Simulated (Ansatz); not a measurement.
The starting structures come from a database of crystals and need not be the phases stable at ambient conditions.

 Where the default PAW files enter, the runs use the earlier of Ansatz's two default sets.

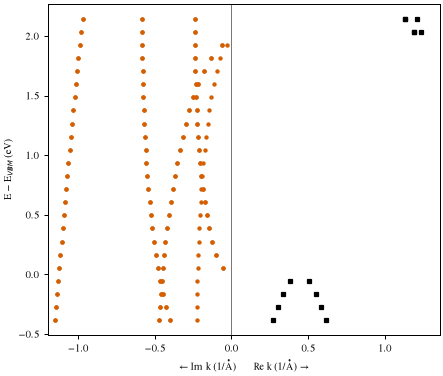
Complex bands at the centre of the two-dimensional zone; r2SCAN run with Ansatz (a first-principles code)

The gap is the functional's own. No spin-orbit coupling. Mid-gap values are interpolated on the energy grid.

This is TlI (Pm-3m, CsCl type, not sure to be the ambient phase, 2 atoms a cell, 36.8 Å³ an atom) along the normal of (111). Read off the slowest decay at the centre of the two-dimensional zone at 0.94 eV, the computed energy nearest the middle of the gap.

κ ≈ 0.18 1/Å, a decay length 1/(2κ) of the density of 2.7 Å.
